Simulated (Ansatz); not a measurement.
# GeH2Br (quartet): RPA-PBE over vertical spin and charge gaps, cc-pVTZ

Aim: run GeH2Br (quartet) with these functionals over vertical spin and charge gaps, and hold them against the top wave-function level at the same points.

Program: Ansatz 0.2.0, Gaussian basis. Level of theory: cc-pVTZ, all electrons in the functionals, frozen cores in the correlation of double hybrids and RPA. These are calculated values, not measurements.

The runs, in order: RPA-PBE, at charge 0, quartet; charge 0, doublet; charge 0, sextet; charge 1, triplet; charge 1, quintet.

8 further runs of the same task are left out: 2 for a known fault of the program, 1 that didn't finish, 5 set aside as unsound or not needed.

## Step 1: The system

The geometry is a PBE0/def2-TZVP stationary point (not a proven minimum). No spin-orbit coupling is included. The filled d shell of Ge, Br may be among the frozen orbitals whatever the setting's name suggests; the logs give the count.

4 atoms, charge 0, spin multiplicity 4.

Atoms are counted from 1 here; the program's logs count them from 0.

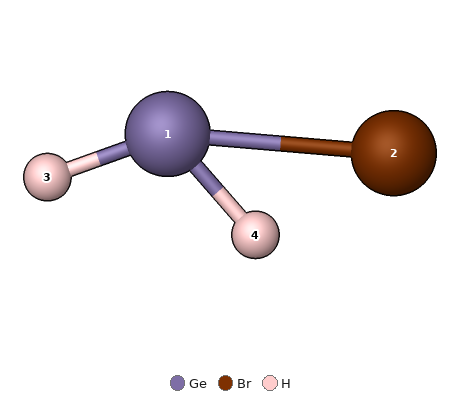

The geometry (germanium purple, bromine brown, hydrogen pink); atoms are numbered from 1 in the order of the file.

Coordinates:

```
Ge    0.0000    0.4611    0.6275
Br    0.0000    0.4176   -2.1626
H     0.0000   -0.1726    2.0682
H     0.0000   -0.7061   -0.5332
```

No dispersion term is added.

The geometry shown and the zero of energy belong to the point charge 0, quartet. The yardstick, UCCSDT(Q), and other wave-function levels (R restricted, U unrestricted, valence and pair active spaces) come from earlier runs.

## Step 2: RPA-PBE, charge 0, quartet

File in.yaml:

```yaml
crystal:
  periodic: [false, false, false]
  atoms:
    - {symbol: Ge, position_ang: [-0.000002, 0.461112, 0.627548]}
    - {symbol: Br, position_ang: [-0.000001, 0.417603, -2.162594]}
    - {symbol: H, position_ang: [0.000013, -0.172647, 2.068221]}
    - {symbol: H, position_ang: [-0.000010, -0.706068, -0.533175]}
basis:
  gaussian: {orbitals: cc-pVTZ}
magnetization: {spin_polarized: true, initial_magnetization: 3}
hamiltonian: {xc: {name: PBE}}
correlation: {method: rpa, electrons: outside_noble_gas}
```

Started as:

```
$ ansatz run in.yaml --threads 2 --pin off --events-out ev --progress --plain --max-ram 24576MiB --backend cuda --devices 0, --max-vram 18GiB
```

What it wrote:

```text
Functional definition: PBE
  name "PBE"
  cite "Perdew, Burke & Ernzerhof, Phys. Rev. Lett. 77, 3865 (1996) doi:10.1103/PhysRevLett.77.3865"
  parent pbe
  parameter kappa = 0.804
  parameter beta = 0.06672455060314922
  exchange = pbe_x(kappa = kappa, mu = beta*pi^2/3)
  correlation = pbe_c(beta = beta)
714 factors; integrals over basis functions are off by at most 8.0e-4 eV
mean field evaluation 1: about -126575.4328 eV, gradient 1.5e1 eV
mean field evaluation 2: about -126575.4299 eV, gradient 1.5e1 eV
mean field evaluation 4: about -126576.3778 eV, gradient 7.7e0 eV
mean field evaluation 8: about -126576.7260 eV, gradient 2.0e-1 eV
mean field evaluation 16: about -126576.7263 eV, gradient 2.4e-5 eV
mean field -126576.72627314 eV, -4651.6088937511 hartree, gradient 4.7e-6 eV, S^2 3.753295; 1 other end points of the search recorded, 0 dependent functions left out
28 core orbitals not correlated: weight in the atoms' cores, before any rotation towards them, 0.998 or more for the frozen orbitals, at most 0.001 for the correlated occupied ones
reference -126502.26089925 eV, -4648.8723417352 hartree; 8, 5 occupied and 78, 81 virtual orbitals, 714 factors
Total energy: -126515.38778563 eV, -4649.3547459120 hartree
```

It took 13 s on 1 × H100 (card shared with other runs) with 2 threads of AMD EPYC 7R13, shared host; peak host memory 0.84 GiB.

From the report: ⟨S²⟩ of the determinant 3.753 (pure quartet: 3.75).

## Step 3: RPA-PBE, charge 0, doublet

Edit in.yaml of step 2 so:

```diff
@@ -9,3 +9,3 @@
   gaussian: {orbitals: cc-pVTZ}
-magnetization: {spin_polarized: true, initial_magnetization: 3}
+magnetization: {spin_polarized: true, initial_magnetization: 1}
 hamiltonian: {xc: {name: PBE}}
```

Same command.

What it wrote:

```text
Functional definition: PBE
  name "PBE"
  cite "Perdew, Burke & Ernzerhof, Phys. Rev. Lett. 77, 3865 (1996) doi:10.1103/PhysRevLett.77.3865"
  parent pbe
  parameter kappa = 0.804
  parameter beta = 0.06672455060314922
  exchange = pbe_x(kappa = kappa, mu = beta*pi^2/3)
  correlation = pbe_c(beta = beta)
714 factors; integrals over basis functions are off by at most 8.0e-4 eV
mean field evaluation 1: about -126575.8640 eV, gradient 1.7e1 eV
mean field evaluation 2: about -126575.8611 eV, gradient 1.7e1 eV
mean field evaluation 4: about -126575.1703 eV, gradient 1.5e1 eV
mean field evaluation 8: about -126577.3452 eV, gradient 1.5e0 eV
mean field evaluation 16: about -126577.3645 eV, gradient 1.3e-2 eV
mean field evaluation 32: about -126575.3677 eV, gradient 1.0e1 eV
mean field evaluation 64: about -126577.3097 eV, gradient 2.3e0 eV
mean field evaluation 96: about -126576.6450 eV, gradient 2.7e0 eV
mean field evaluation 128: about -126576.4085 eV, gradient 1.4e1 eV
mean field evaluation 160: about -126567.8279 eV, gradient 1.4e1 eV
mean field -126577.36453699 eV, -4651.6323495153 hartree, gradient 6.0e-6 eV, S^2 0.752809; 10 other end points of the search recorded, 0 dependent functions left out
28 core orbitals not correlated: weight in the atoms' cores, before any rotation towards them, 0.999 or more for the frozen orbitals, at most 0.001 for the correlated occupied ones
reference -126502.10960672 eV, -4648.8667818372 hartree; 7, 6 occupied and 79, 80 virtual orbitals, 714 factors
Total energy: -126516.07654603 eV, -4649.3800573899 hartree
```

Wall time 25 s (1 × H100 (card shared with other runs) with 2 threads of AMD EPYC 7R13, shared host); peak host memory 0.85 GiB.

From the report: ⟨S²⟩ of the determinant 0.753 (pure doublet: 0.75).

From charge 0, quartet: -66.5 kJ/mol.

## Step 4: RPA-PBE, charge 0, sextet

Edit in.yaml of step 3 so:

```diff
@@ -9,3 +9,3 @@
   gaussian: {orbitals: cc-pVTZ}
-magnetization: {spin_polarized: true, initial_magnetization: 1}
+magnetization: {spin_polarized: true, initial_magnetization: 5}
 hamiltonian: {xc: {name: PBE}}
```

Launched as before.

What it wrote:

```text
Functional definition: PBE
  name "PBE"
  cite "Perdew, Burke & Ernzerhof, Phys. Rev. Lett. 77, 3865 (1996) doi:10.1103/PhysRevLett.77.3865"
  parent pbe
  parameter kappa = 0.804
  parameter beta = 0.06672455060314922
  exchange = pbe_x(kappa = kappa, mu = beta*pi^2/3)
  correlation = pbe_c(beta = beta)
714 factors; integrals over basis functions are off by at most 8.0e-4 eV
mean field evaluation 1: about -126562.8471 eV, gradient 2.8e1 eV
mean field evaluation 2: about -126562.8422 eV, gradient 2.8e1 eV
mean field evaluation 4: about -126569.0904 eV, gradient 9.9e0 eV
mean field evaluation 8: about -126569.4878 eV, gradient 1.7e-1 eV
mean field evaluation 16: about -126569.4872 eV, gradient 9.4e-5 eV
mean field evaluation 32: about -126569.4870 eV, gradient 1.7e-1 eV
mean field evaluation 64: about -126569.4258 eV, gradient 1.6e0 eV
mean field evaluation 96: about -126569.3891 eV, gradient 1.0e-1 eV
mean field evaluation 128: about -126559.4977 eV, gradient 1.5e1 eV
mean field evaluation 160: about -126569.4259 eV, gradient 2.0e-1 eV
a density is far from that of the atoms, so the factors are made again for it
747 factors; integrals over basis functions are off by at most 7.4e-4 eV
mean field evaluation 192: about -126569.1231 eV, gradient 6.5e0 eV
mean field evaluation 224: about -126569.3886 eV, gradient 1.7e-1 eV
mean field evaluation 256: about -126569.4720 eV, gradient 2.2e-1 eV
mean field evaluation 288: about -126554.6950 eV, gradient 1.5e1 eV
mean field evaluation 320: about -126567.8898 eV, gradient 2.9e0 eV
mean field -126569.48700031 eV, -4651.3428553817 hartree, gradient 1.4e-6 eV, S^2 8.754021; 12 other end points of the search recorded, 0 dependent functions left out
28 core orbitals not correlated: weight in the atoms' cores, before any rotation towards them, 0.998 or more for the frozen orbitals, at most 0.001 for the correlated occupied ones
reference -126495.71481647 eV, -4648.6317776301 hartree; 9, 4 occupied and 77, 82 virtual orbitals, 747 factors
Total energy: -126508.19963719 eV, -4649.0905863292 hartree
```

Wall time 27 s (1 × H100 (card shared with other runs) with 2 threads of AMD EPYC 7R13, shared host); peak host memory 0.84 GiB.

From the report: ⟨S²⟩ of the determinant 8.754 (pure sextet: 8.75).

From charge 0, quartet: +693.6 kJ/mol.

## Step 5: RPA-PBE, charge 1, triplet

Edit in.yaml of step 4 so:

```diff
@@ -9,3 +9,4 @@
   gaussian: {orbitals: cc-pVTZ}
-magnetization: {spin_polarized: true, initial_magnetization: 5}
+total_charge: 1
+magnetization: {spin_polarized: true, initial_magnetization: 2}
 hamiltonian: {xc: {name: PBE}}
```

Same command.

What it wrote:

```text
Functional definition: PBE
  name "PBE"
  cite "Perdew, Burke & Ernzerhof, Phys. Rev. Lett. 77, 3865 (1996) doi:10.1103/PhysRevLett.77.3865"
  parent pbe
  parameter kappa = 0.804
  parameter beta = 0.06672455060314922
  exchange = pbe_x(kappa = kappa, mu = beta*pi^2/3)
  correlation = pbe_c(beta = beta)
714 factors; integrals over basis functions are off by at most 8.0e-4 eV
mean field evaluation 1: about -126565.8771 eV, gradient 2.2e1 eV
mean field evaluation 2: about -126565.8734 eV, gradient 2.2e1 eV
mean field evaluation 4: about -126567.3214 eV, gradient 1.3e1 eV
mean field evaluation 8: about -126568.9698 eV, gradient 3.0e-1 eV
mean field evaluation 16: about -126568.9702 eV, gradient 2.2e-4 eV
mean field evaluation 32: about -126568.9669 eV, gradient 3.2e-1 eV
mean field evaluation 64: about -126547.1379 eV, gradient 2.7e1 eV
mean field -126568.97019530 eV, -4651.3238631479 hartree, gradient 3.5e-6 eV, S^2 2.004579; 4 other end points of the search recorded, 0 dependent functions left out
28 core orbitals not correlated: weight in the atoms' cores, before any rotation towards them, 0.999 or more for the frozen orbitals, at most 0.000 for the correlated occupied ones
reference -126494.46740876 eV, -4648.5859362425 hartree; 7, 5 occupied and 79, 81 virtual orbitals, 714 factors
Total energy: -126507.42170876 eV, -4649.0619979866 hartree
```

Wall time 15 s (1 × H100 (card shared with other runs) with 2 threads of AMD EPYC 7R13, shared host); peak host memory 0.85 GiB.

From the report: ⟨S²⟩ of the determinant 2.005 (pure triplet: 2.00).

From charge 0, quartet: +768.6 kJ/mol.

## Step 6: RPA-PBE, charge 1, quintet

Edit in.yaml of step 5 so:

```diff
@@ -10,3 +10,3 @@
 total_charge: 1
-magnetization: {spin_polarized: true, initial_magnetization: 2}
+magnetization: {spin_polarized: true, initial_magnetization: 4}
 hamiltonian: {xc: {name: PBE}}
```

The command is unchanged.

What it wrote:

```text
Functional definition: PBE
  name "PBE"
  cite "Perdew, Burke & Ernzerhof, Phys. Rev. Lett. 77, 3865 (1996) doi:10.1103/PhysRevLett.77.3865"
  parent pbe
  parameter kappa = 0.804
  parameter beta = 0.06672455060314922
  exchange = pbe_x(kappa = kappa, mu = beta*pi^2/3)
  correlation = pbe_c(beta = beta)
714 factors; integrals over basis functions are off by at most 8.0e-4 eV
mean field evaluation 1: about -126564.5872 eV, gradient 1.4e1 eV
mean field evaluation 2: about -126564.5836 eV, gradient 1.4e1 eV
mean field evaluation 4: about -126565.8589 eV, gradient 4.7e0 eV
mean field evaluation 8: about -126565.9774 eV, gradient 4.7e-1 eV
mean field evaluation 16: about -126565.9793 eV, gradient 2.2e-4 eV
mean field evaluation 32: about -126565.9606 eV, gradient 1.6e0 eV
mean field evaluation 64: about -126565.7121 eV, gradient 1.9e-1 eV
mean field -126565.97934601 eV, -4651.2139514639 hartree, gradient 4.6e-6 eV, S^2 6.004447; 6 other end points of the search recorded, 0 dependent functions left out
28 core orbitals not correlated: weight in the atoms' cores, before any rotation towards them, 0.998 or more for the frozen orbitals, at most 0.001 for the correlated occupied ones
reference -126492.73219486 eV, -4648.5221683079 hartree; 8, 4 occupied and 78, 82 virtual orbitals, 714 factors
Total energy: -126504.61698214 eV, -4648.9589261846 hartree
```

Wall time 16 s (1 × H100 (card shared with other runs) with 2 threads of AMD EPYC 7R13, shared host); peak host memory 0.84 GiB.

From the report: ⟨S²⟩ of the determinant 6.004 (pure quintet: 6.00).

From charge 0, quartet: +1039.2 kJ/mol.

## Step 7: The comparison

The yardstick is UCCSDT(Q), where the cluster series has nearly closed. It comes from earlier runs at the same points. Energies in kJ/mol, counted from charge 0, quartet; blanks weren't run or aren't comparable.

```csv
level,quartet to doublet,quartet to sextet,ionisation to the triplet cation,ionisation to the quintet cation
UCCSDT(Q),-53.1,,759.2,
RPA-PBE,-66.5,693.6,768.6,1039.2
```

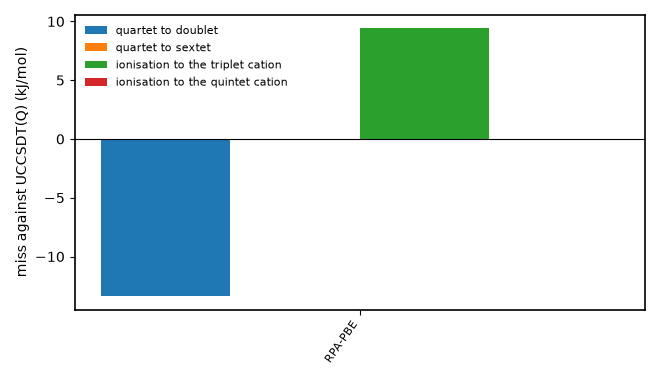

Misses of the gaps against UCCSDT(Q).

Largest miss and mean time a point (UCCSDT(Q) took 44 s a point; shared hosts):

```csv
level,largest miss (kJ/mol),where,time a point
RPA-PBE,-13.4,quartet to doublet,19 s
```

## Step 8: What came out

```
                                   quantity                              value
              quartet to doublet, UCCSDT(Q)                       -53.1 kJ/mol
ionisation to the triplet cation, UCCSDT(Q)                       759.2 kJ/mol
                      largest miss, RPA-PBE  -13.4 kJ/mol (quartet to doublet)
```

**Reading.** Misses are known at 2 of 4 points at best, and only functionals with that many are ranked. RPA-PBE strays by up to 13.4 kJ/mol, at quartet to doublet. Functionals and the yardstick converge differently with the basis, so part of each miss in cc-pVTZ is the basis.
